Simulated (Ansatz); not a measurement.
## Electronic structure of CH₇InN₂O (SMILES C[O][In]([NH2])[NH2]) in real space

Input file:

```
crystal:
  periodic: [false, false, false]
  atoms:
    - {symbol: C, position_ang: [-1.823631, 0.718162, 1.001834]}
    - {symbol: O, position_ang: [-1.369905, -0.337870, 0.204322]}
    - {symbol: In, position_ang: [0.522455, -0.453312, -0.401181]}
    - {symbol: N, position_ang: [1.768395, 0.963249, 0.319414]}
    - {symbol: N, position_ang: [0.971972, -2.170677, -1.348994]}
    - {symbol: H, position_ang: [-1.271049, 0.811986, 1.948439]}
    - {symbol: H, position_ang: [-1.771951, 1.692829, 0.492490]}
    - {symbol: H, position_ang: [-2.875789, 0.544478, 1.256544]}
    - {symbol: H, position_ang: [2.613807, 1.137791, -0.204973]}
    - {symbol: H, position_ang: [1.331497, 1.849353, 0.531899]}
    - {symbol: H, position_ang: [1.726161, -2.131835, -2.019740]}
    - {symbol: H, position_ang: [0.178047, -2.624145, -1.780053]}
basis:
  gaussian: {orbitals: def2-TZVPP}
hamiltonian: {xc: pbe0, dispersion: d4}
output: {orbitals: {seedname: orbitals}}
```

Launched as:

```sh
ansatz run in.yaml --threads 4 --pin off --events-out ev --progress --plain --max-ram 10444MiB
```

Geometry: PBE0-D4/def2-TZVP; core potentials replace the inner electrons of In.

Method: RKS PBE0-D4/def2-TZVPP in Ansatz 0.2.0.

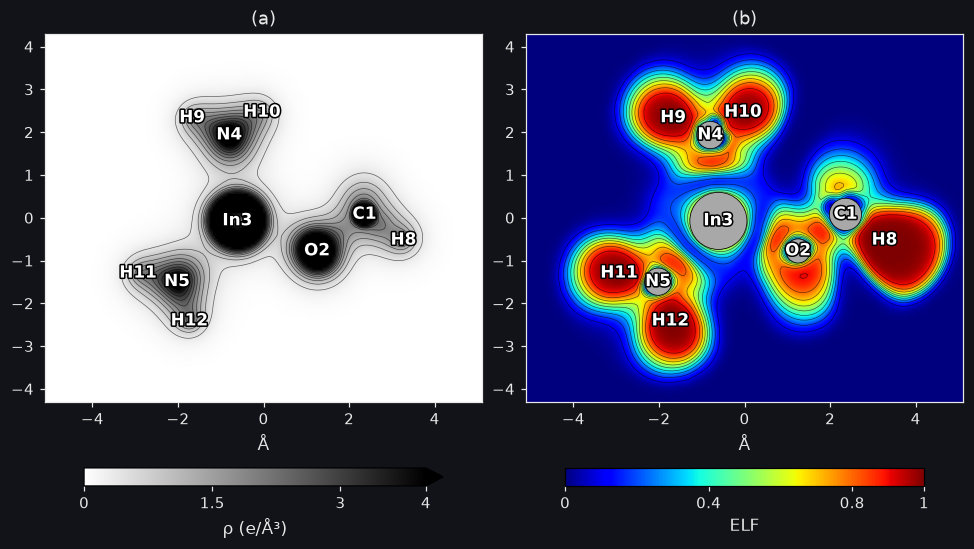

Figure 1. (a) electron density; (b) ELF on the plane of atoms C1, O2 and In3. Grey discs cover the atomic cores in the ELF map.

### Read the bonding off the picture.

- Atoms in the plane: C, O, In, N and H.
- C–O (1.40 Å): ρ at the midpoint is about 2.1 e/Å³, with its minimum of 1.8 e/Å³ about 0.5 Å from C; the ELF peaks at about 0.85 between the atoms, as expected for a shared but strongly polarised pair.
- In–O (1.99 Å): ρ at the midpoint is about 0.78 e/Å³; the ELF peaks at about 0.85 in the valence shell of O, 0.6 Å from its nucleus, and drops to about 0.15 between the two atoms.
- In–N (2.01 Å): ρ is about 0.8 e/Å³ halfway; the ELF peaks at about 0.85 in the valence shell of N, 0.6 Å from its nucleus, and drops to about 0.15 between the two atoms.
- N–H (1.01 Å): ρ at the midpoint is about 2.9 e/Å³; the ELF climbs to about 1 towards the hydrogen, as it does in any bond to H (a covalent bond by its length).
- C–H (1.10 Å): ρ at the midpoint is about 2 e/Å³; the ELF climbs to about 1 towards the hydrogen; a covalent bond by its length.
- The ELF also peaks beside O2, away from the bonds: lone-pair regions.

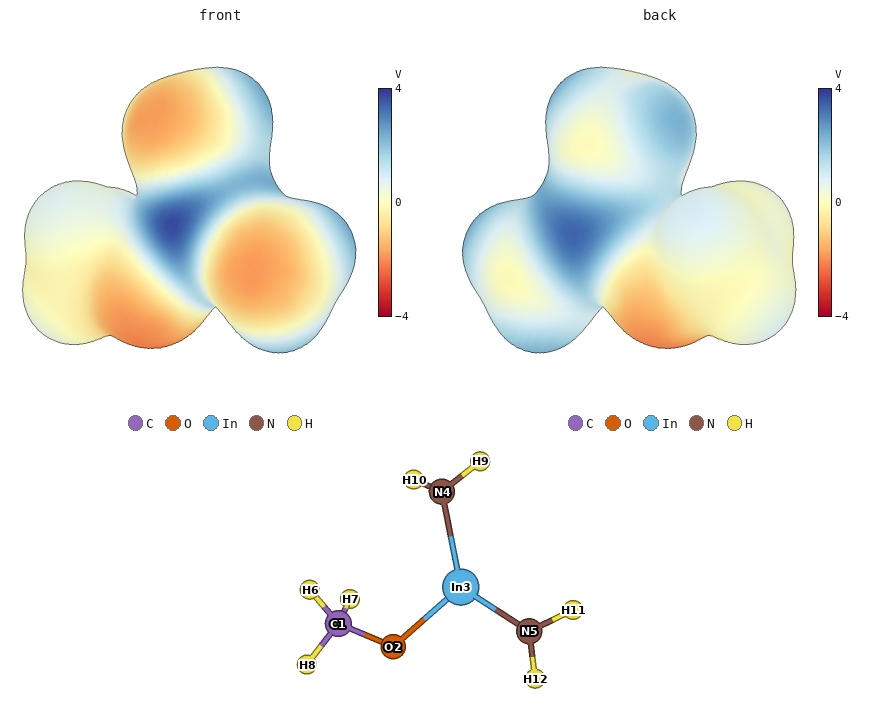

Figure 2. The molecular electrostatic potential painted on the density surface at 0.004 e/bohr³, seen from the front and from behind; red is negative and blue positive. The bare structure is drawn below in the same view.

### Describe the electrostatic potential map.

The most negative region (about −2.1 V) lies over O2, the most positive (about +3.5 V) over In3. O2 is the likeliest acceptor of a hydrogen bond.

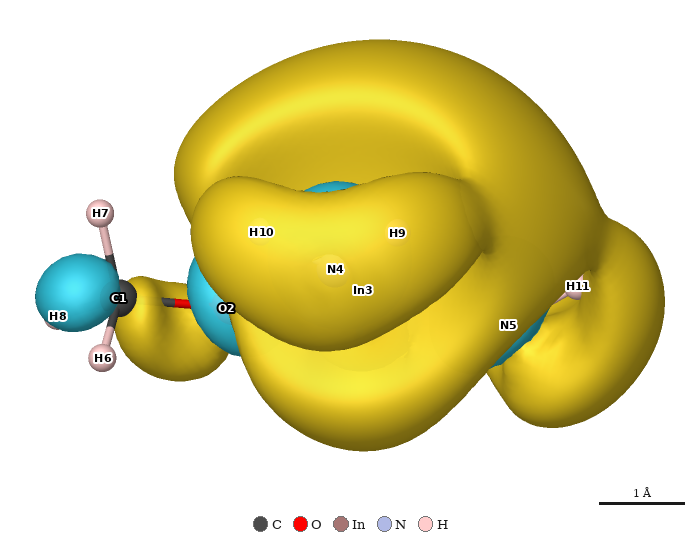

Figure 3. The LUMO at ±0.06 Å⁻³ᐟ² (yellow and cyan are the two phases), seen from one side.

### What is the character of this orbital?

By Hirshfeld shares it lies mainly on In3 (about 50 %), N5 (about 15 %), N4 (about 15 %) and O2 (about 5 %). Its energy is −1.07 eV.

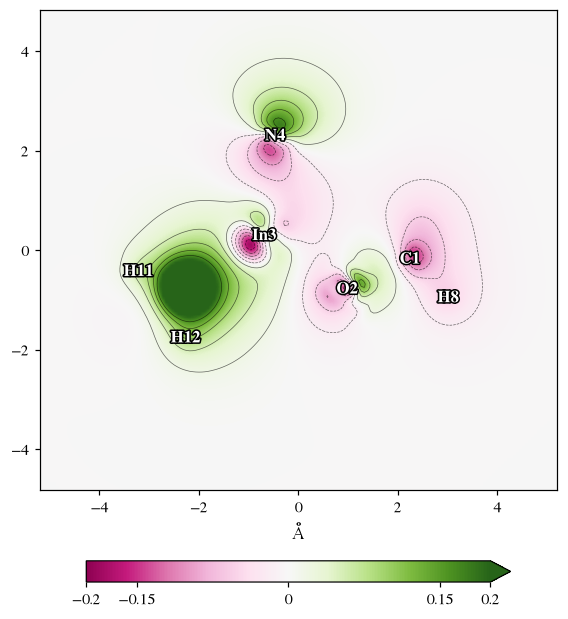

Figure 4. The HOMO on the plane of atoms O2, In3 and N4 (values in Å⁻³ᐟ²; the overall sign is arbitrary).

### What is the character of this orbital?

Its weight (Hirshfeld) is mainly on O2 (about 35 %), N5 (about 30 %), In3 (about 5 %) and C1 (about 5 %). Its energy is −7.10 eV.
